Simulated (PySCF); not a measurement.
# GaO2: relaxation and vibrations of the quartet

Aim: relax GaO2 as a quartet from a linear start, check by its vibrations whether the end is a minimum, and collect its spectrum and constants.

The runs use PySCF 2.14.0; PBE0, basis Ga def2-TZVP, O def2-TZVP, no relativity, density fitting.

### Step 1. Where the work starts

3 atoms, charge 0, spin multiplicity 4.

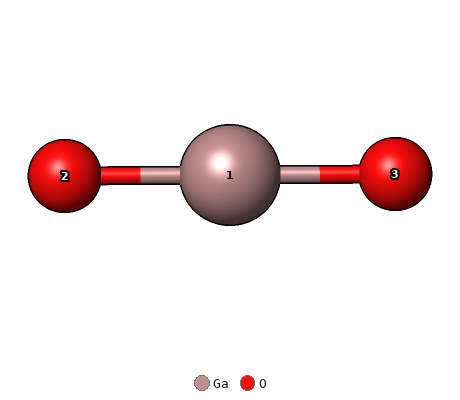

Start geometry, drawn with gallium pink, oxygen red; atoms are numbered from 1 in the order of the file.

Coordinates in bohr (charge 0 multiplicity 4):
```
Ga    0.0000    0.0000    0.0000
O     0.0000    0.0000    3.2881
O     0.0000    0.0000   -3.2881
```

### Step 2. The SCF at the typed geometry

One driver script runs all steps and calls PySCF; scf.py shows how it sets up the SCF of each step. The optimiser is the driver's own. After this first run the driver tries any further starts and a stability analysis.

The input, scf.py:

```python
from pyscf import gto, scf, dft
mol = gto.M(atom='''
Ga     0.000000     0.000000     0.000000
O      0.000000     0.000000     1.740000
O      0.000000     0.000000    -1.740000''',
    basis={'Ga': 'def2-TZVP', 'O': 'def2-TZVP'},
    charge=0, spin=3)
mf = dft.UKS(mol, xc='PBE0')
mf.grids.atom_grid = (50, 194)
aux = {'Ga': 'def2-universal-JKFIT', 'O': 'def2-universal-JKFIT'}
mf = mf.density_fit(auxbasis=aux)
mf.conv_tol = 1e-08
mf.diis_space = 10
mf.max_cycle = 60
mf.init_guess = 'minao'
mf.verbose = 4
mf.kernel()
```

Started as:

```sh
OMP_NUM_THREADS=4 python axn.py task.json out
```

Standard output:

```text
init E= -2074.33673418053
[... the frontier-level lines of each cycle are left out ...]
cycle= 1 E= -2074.58862160638  delta_E= -0.252  |g|= 0.663  |ddm|= 1.88
cycle= 2 E= -2074.31323800415  delta_E= 0.275  |g|= 1.17  |ddm|=    1
cycle= 3 E= -2074.71444701926  delta_E= -0.401  |g|= 0.0965  |ddm|= 0.695
cycle= 4 E= -2074.71695667833  delta_E= -0.00251  |g|= 0.0524  |ddm|= 0.095
cycle= 5 E= -2074.71810151736  delta_E= -0.00114  |g|= 0.00779  |ddm|= 0.0568
cycle= 6 E= -2074.71817941207  delta_E= -7.79e-05  |g|= 0.00115  |ddm|= 0.0166
cycle= 7 E= -2074.71818075068  delta_E= -1.34e-06  |g|= 0.000225  |ddm|= 0.00226
cycle= 8 E= -2074.71818078955  delta_E= -3.89e-08  |g|= 4.6e-05  |ddm|= 0.000488
cycle= 9 E= -2074.71818079069  delta_E= -1.14e-09  |g|= 1.09e-05  |ddm|= 8.44e-05
Extra cycle  E= -2074.71818078749  delta_E= 3.2e-09  |g|= 8.31e-05  |ddm|= 4.92e-05
converged SCF energy = -2074.71818078749  <S^2> = 3.82453  2S+1 = 4.037093
```

This step, with its further starts and checks, needed 12 s of wall time on 4 threads of Arm Neoverse V2, shared host.

Energies from each starting density:

```tsv
start	energy (Eh)
the minimal-basis guess	-2074.718181
a thermally smeared density	-2074.718181
a smeared PBE density	-2074.718181
```

The first run landed in a state that is too high. Following the other starts and the instabilities gains 95.5 kJ/mol (-2074.75457 Eh), and the work goes on from there.

### Step 3. Linear start, quartet: relaxation

The program finds D∞h symmetry in the start, which this walk keeps. Threshold on the gradient: 0.0003 Eh/bohr, with a further test on the energy change.

scf.py, as its differences from that of step 2:

```diff
@@ -15 +14,0 @@
-mf.init_guess = 'minao'
```

Energy and gradient, step by step:

```tsv
step	energy (Eh)	change (kJ/mol)	largest symmetric gradient (Eh/bohr)
0	-2074.754568	0.00	0.06739
1	-2074.772301	-46.56	0.01580
2	-2074.773730	-50.31	0.00534
3	-2074.773940	-50.86	0.00072
4	-2074.773944	-50.87	0.00004
```

The walk took 6.3 s.

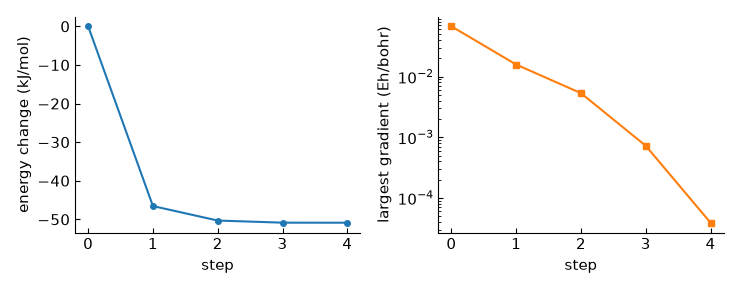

Energy and largest gradient along the walk.

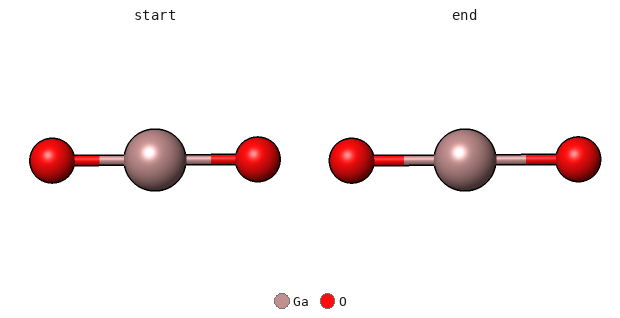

The geometry along the walk, at one scale.

It settles in D∞h symmetry, 50.9 kJ/mol below the start, after 4 steps: Ga–O 1.918 Å (×2); O–Ga–O 180.0°.

### Step 4. Is it a minimum? Harmonic modes

On the finer grid the gradient is checked again; gradients at displacements of ±0.02 bohr then give force constants and infrared intensities.

scf.py, as its differences from that of step 3:

```diff
@@ -3,3 +3,3 @@
-Ga     0.000000     0.000000     0.000000
-O      0.000000     0.000000     1.740000
-O      0.000000     0.000000    -1.740000''',
+Ga     0.000000    -0.000000     0.000000
+O     -0.000000    -0.000000     1.917779
+O      0.000000     0.000000    -1.917779''',
@@ -9 +9 @@
-mf.grids.atom_grid = (50, 194)
+mf.grids.atom_grid = (75, 302)
@@ -12 +12 @@
-mf.conv_tol = 1e-08
+mf.conv_tol = 1e-10
```

This SCF starts from the last density.

SCF at the final geometry:

```text
init E= -2074.77386478892
[... the frontier-level lines of each cycle are left out ...]
cycle= 1 E= -2074.77386478893  delta_E= -1.46e-11  |g|= 5.2e-06  |ddm|= 7.19e-06
Extra cycle  E= -2074.77386478894  delta_E= -4.09e-12  |g|= 8.33e-06  |ddm|= 9.6e-06
converged SCF energy = -2074.77386478894  <S^2> = 3.7640456  2S+1 = 4.0070166
```

The whole step took 23 s.

Geometry: D∞h; Ga–O 1.918 Å (×2); O–Ga–O 180.0°.

Modes, for the most abundant isotopes:

```
ω (cm⁻¹)  IR (km/mol)     type
    204i          0.1     bend
    204i          0.1     bend
     453          0.0  stretch
     492         67.9  stretch
```

2 modes are imaginary, the largest at 204i cm⁻¹: a saddle point, not a minimum.

The SCF density has lower symmetry than the nuclear frame, so the modes carry no labels; pairs that should be degenerate can split.

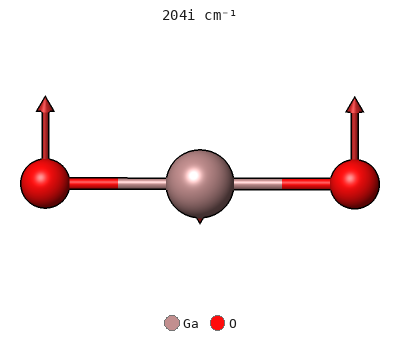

The imaginary mode, as arrows.

Properties at this point:

```yaml
Dipole_moment: 0.00 D
Highest_occupied_level: -6.11 eV
Lowest_empty_level: -4.36 eV
Rotational_constants: 0.1433 cm⁻¹
Zero-point_energy_real_modes: 5.6 kJ/mol
Principal_polarisabilities: 39.6, 39.6, 56.2 bohr³
Atomisation_energy_without_zero-point_energy: 484 kJ/mol
Principal_traceless_quadrupole_moments_about_the_centre_of_mass: -12.99, 6.49, 6.49 D Å
Spin_squared_⟨S²⟩: 3.764
```

Populations by atom (charges in e):

| atom | Mulliken | Löwdin | polar tensor | spin (Mulliken) | Mayer order to Ga1 |
| --- | --- | --- | --- | --- | --- |
| Ga1 | 0.55 | 0.29 | 0.37 | 0.57 | – |
| O2,3 | -0.27 | -0.15 | -0.19 | 1.22 | 0.94 |

Mulliken populations on Ga1: s 7.57, p 12.65, d 10.18, f 0.06.

### Step 5. Leaving the saddle point

The start is the last point, displaced along its most imaginary mode.

The program finds C2v symmetry in the start, which this walk keeps. The walk stops when the largest gradient is under 0.0003 Eh/bohr and the energy has settled too.

scf.py, as its differences from that of step 4:

```diff
@@ -3,3 +3,3 @@
-Ga     0.000000    -0.000000     0.000000
-O     -0.000000    -0.000000     1.917779
-O      0.000000     0.000000    -1.917779''',
+Ga     0.001205     0.055682     0.000000
+O     -0.002596    -0.119972     1.917779
+O     -0.002596    -0.119972    -1.917779''',
@@ -9 +9 @@
-mf.grids.atom_grid = (75, 302)
+mf.grids.atom_grid = (50, 194)
@@ -12 +12 @@
-mf.conv_tol = 1e-10
+mf.conv_tol = 1e-08
```

Energy and gradient, step by step:

```tsv
step	energy (Eh)	change (kJ/mol)	largest symmetric gradient (Eh/bohr)
0	-2074.775621	0.00	0.00912
1	-2074.779269	-9.58	0.01308
2	-2074.785222	-25.21	0.01448
3	-2074.790628	-39.40	0.02704
4	-2074.794649	-49.96	0.01912
5	-2074.799126	-61.71	0.01263
6	-2074.800457	-65.21	0.00145
7	-2074.800624	-65.65	0.00107
8	-2074.800629	-65.66	0.00005
```

The walk took 19 s.

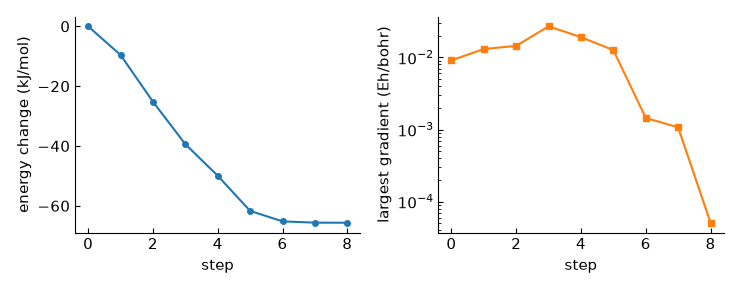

Energy and largest gradient along the walk.

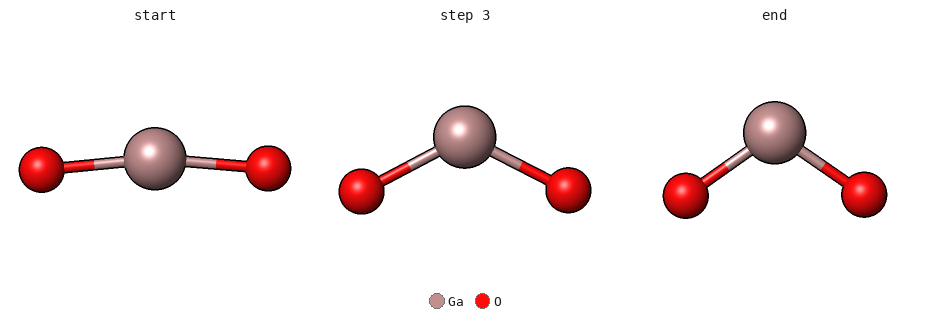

Start and end of the relaxation, with a step between.

End point (C2v, 8 steps, 65.7 kJ/mol gained): Ga–O 1.844 Å (×2); O–Ga–O 110.0°.

### Step 6. Vibrations and properties at this point

As before: finer grid, then central differences.

scf.py, as its differences from that of step 5:

```diff
@@ -3,3 +3,3 @@
-Ga     0.001205     0.055682     0.000000
-O     -0.002596    -0.119972     1.917779
-O     -0.002596    -0.119972    -1.917779''',
+Ga     0.007239     0.334540     0.000000
+O     -0.015618    -0.721796     1.511792
+O     -0.015618    -0.721796    -1.511792''',
@@ -9 +9 @@
-mf.grids.atom_grid = (50, 194)
+mf.grids.atom_grid = (75, 302)
@@ -12 +12 @@
-mf.conv_tol = 1e-08
+mf.conv_tol = 1e-10
```

Log of the central SCF (cycles and frontier levels):

```text
init E= -2074.80066185742
[... the frontier-level lines of each cycle are left out ...]
cycle= 1 E= -2074.80066185745  delta_E= -2.96e-11  |g|= 8.93e-06  |ddm|= 1.13e-05
Extra cycle  E= -2074.80066185742  delta_E= 2.27e-11  |g|= 1.65e-05  |ddm|= 1.65e-05
converged SCF energy = -2074.80066185742  <S^2> = 3.7629209  2S+1 = 4.0064552
```

The whole step needed 30 s of wall time on 4 threads of Arm Neoverse V2, shared host.

Geometry: C2v; Ga–O 1.844 Å (×2); O–Ga–O 110.1°.

Modes, for the most abundant isotopes:

```csv
ω (cm⁻¹),IR (km/mol),μ (u)
164,16.3,18.49
590,27.9,17.94
605,58.3,19.57
```

All wavenumbers are real: a minimum.

Here the density breaks the symmetry of the frame, and no labels are given.

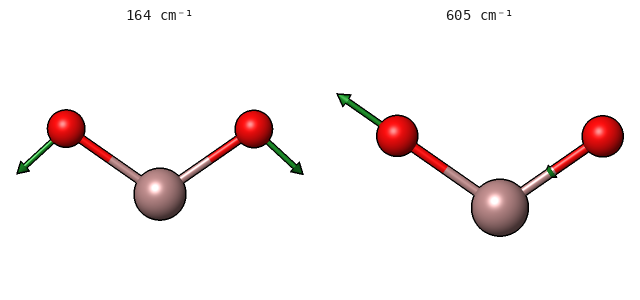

Displacements of 2 of the modes, as arrows (one member where a mode is degenerate).

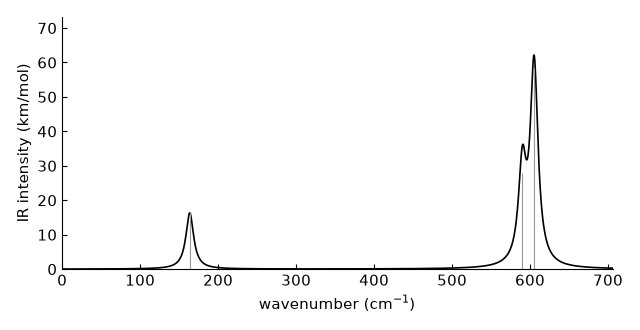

The harmonic infrared spectrum (widths in cm⁻¹). Lines are broadened to a width of 12 cm⁻¹ (Lorentzian).

Properties at this point:

```yaml
Dipole_moment: 2.37 D
Highest_occupied_level: -7.34 eV
Lowest_empty_level: -4.93 eV
Rotational_constants: 0.6911, 0.2306, 0.1729 cm⁻¹
Zero-point_energy: 8.1 kJ/mol
Principal_polarisabilities: 31.0, 33.7, 41.9 bohr³
Atomisation_energy_without_zero-point_energy: 555 kJ/mol
Principal_traceless_quadrupole_moments_about_the_centre_of_mass: -6.03, 1.24, 4.79 D Å
Entropy_at_298.15_K_and_1_bar_electronic_part_spin_only: 285.1 J/(mol K)
Heat_capacity_Cp_at_298.15_K: 49.8 J/(mol K)
Enthalpy_at_298.15_K_above_0_K: 12.39 kJ/mol
Rotational_symmetry_number: 2
Spin_squared_⟨S²⟩: 3.763
```

Charges (e) and bond orders:

| atom | Mulliken | Löwdin | polar tensor | spin (Mulliken) | Mayer order to Ga1 |
| --- | --- | --- | --- | --- | --- |
| Ga1 | 0.54 | 0.18 | 0.85 | 0.73 | – |
| O2,3 | -0.27 | -0.09 | -0.43 | 1.14 | 1.03 |

Mulliken populations on Ga1: s 7.34, p 12.88, d 10.18, f 0.06.

### Step 7. All stationary points

| spin | group | bonds | imaginary modes (cm⁻¹) | ΔE (kJ/mol) | with zero-point energy |
| --- | --- | --- | --- | --- | --- |
| quartet | C2v (density of lower symmetry) | Ga–O 1.844 Å (×2) | none | 0.0 | 0.0 |
| quartet | D∞h (density of lower symmetry) | Ga–O 1.918 Å (×2) | 204i, 204i | 70.4 | – |

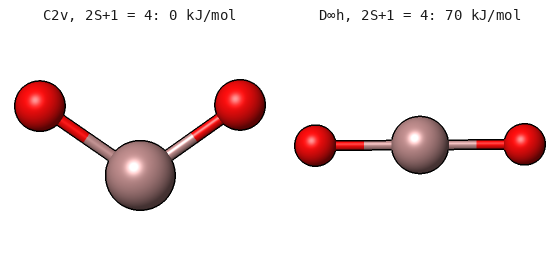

The points, lowest first (gallium pink, oxygen red).

### Step 8. Results

| quantity | value |
| --- | --- |
| minimum | quartet, C2v |
| geometry | Ga–O 1.844 Å (×2); O–Ga–O 110.1° |
| wavenumbers (cm⁻¹) | 164, 590, 605 |
| dipole moment | 2.37 D |
| highest occupied, lowest empty level (either spin) | -7.34, -4.93 eV |
| polar-tensor charge of Ga1 | +0.85 e |
| zero-point energy | 8.1 kJ/mol |
| entropy at 298.15 K | 285.1 J/(mol K) |
| atomisation energy (no zero-point energy) | 555 kJ/mol |
| ⟨S²⟩ | 3.763 |

**Reading.** The linear start (D∞h) ends in a minimum of C2v symmetry, after a stop at a second-order saddle point 70.4 kJ/mol higher, from which it was pushed off along an imaginary mode. The strongest infrared band lies at 605 cm⁻¹ (stretch). The first SCF alone would have been 96 kJ/mol too high. Only this shape and spin were tried, so other structures or states may lie lower. The SCF density has lower symmetry than the nuclear frame.

The search up to here took 90 s.
